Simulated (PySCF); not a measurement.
SMILES COCC(C)C, GFN2-xTB optimised geometry. Atoms within 1.6 Å of the plane z = 1.0 Å (x, y, z in Å): C3 (0.42, -0.09, 0.00), C4 (-1.11, -0.09, 0.00), C5 (-1.64, -0.86, 1.20), C6 (-1.64, 1.35, 0.00), H7 (2.70, 1.15, -0.49), H10 (0.80, 0.50, 0.85), H11 (0.80, -1.11, 0.11), H13 (-2.73, -0.87, 1.19), H14 (-1.29, -1.89, 1.18), H15 (-1.30, -0.41, 2.13), H16 (-1.36, 1.85, 0.92), H17 (-2.72, 1.35, -0.09).

Method: CAM-B3LYP/def2-SVP (PySCF). Cells within 0.4 Å of a nucleus heavier than hydrogen are left out (blank, or x).

Map of the log10 of the electron density (e/bohr³), floored at −4 on the plane z = 1.0 Å:

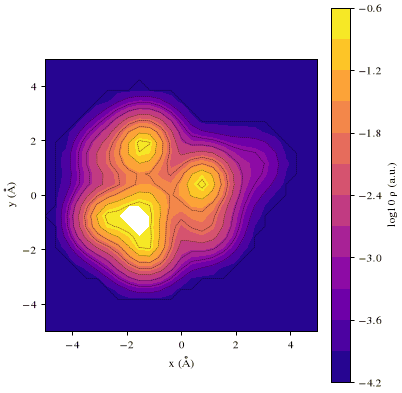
*Log10 of the electron density (e/bohr³), floored at −4 on the plane z = 1.0 Å.*
